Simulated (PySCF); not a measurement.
C5H9FN2Si (SMILES CCc1c(F)cnn1[SiH3])

```xyz
18

C    -1.6840   -1.3336   -0.6255
C    -0.9869   -0.8433    0.6455
C    -0.2566    0.4292    0.4022
C    -0.6913    1.7339    0.4712
F    -1.9181    2.1498    0.8303
C     0.3983    2.5361    0.1015
N     1.4273    1.7707   -0.1776
N     1.0388    0.4946    0.0003
Si    2.2462   -0.7561   -0.2775
H    -2.2156   -2.2609   -0.4273
H    -0.9585   -1.5101   -1.4161
H    -2.3988   -0.5912   -0.9726
H    -1.7354   -0.6729    1.4226
H    -0.2843   -1.6021    0.9969
H     0.4590    3.6031    0.0324
H     1.6957   -1.6771   -1.2741
H     3.4022   -0.0102   -0.7380
H     2.4530   -1.4533    0.9943
```

Geometry: GFN2-xTB.

All numbers below come from PySCF 2.14.0, PBE0/pcSseg-1, SCF density, gas phase, non-relativistic.

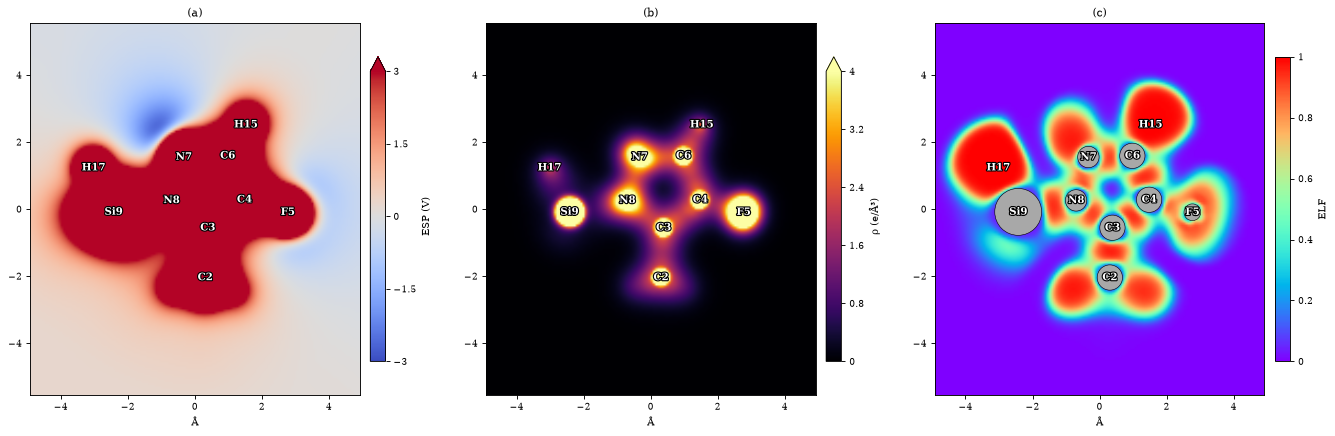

Figure 1. (a) electrostatic potential; (b) total electron density; (c) ELF on the plane of atoms N7, N8 and Si9. Grey discs cover the atomic cores in the ELF map.

Question: Interpret the plot.

Answer: Atoms in the plane: C, F, N, Si and H.
C–N (1.31 Å): ρ at the midpoint is about 2.6 e/Å³; the ELF peaks at about 0.90 between the atoms (localised, covalent bonding).
C–F (1.34 Å): the density is about 2.3 e/Å³ at the midpoint, with its minimum of 1.8 e/Å³ about 0.5 Å from C; the ELF peaks at about 0.85 between the atoms: a polar covalent bond.
N–N (1.35 Å): ρ at the midpoint is about 2.5 e/Å³; the ELF peaks at about 0.90 between the atoms; localised, covalent bonding.
C–C (1.38 Å): ρ at the midpoint is about 2.1 e/Å³; the ELF peaks at about 0.95 between the atoms, as expected for a covalent bond.
Si–N (1.76 Å): the density is about 1 e/Å³ at the midpoint; the ELF peaks at about 0.95 between the atoms; a shared but strongly polarised pair.
The ELF also peaks beside F5 and N7, away from the bonds: lone-pair regions.
Outside the dense part of the molecule the potential is most negative (−2.6 V) near N7.

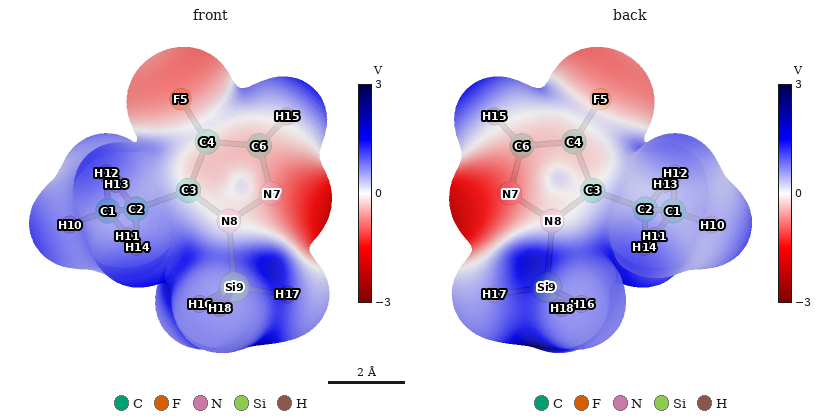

Figure 2. The electrostatic potential painted on the density surface at 0.004 e/bohr³, seen from the front and from behind; red is negative and blue positive.

Question: Where is the surface potential most negative and most positive?

Answer: The most negative region (about −2.0 V, or −46 kcal/mol for a unit charge) lies over N7, the most positive (about +2.7 V, or +62 kcal/mol for a unit charge) over Si9. N7 is the likeliest acceptor of a hydrogen bond.

Question: What dipole moment does the calculation give?

Answer: Its dipole moment is 2.64 D.
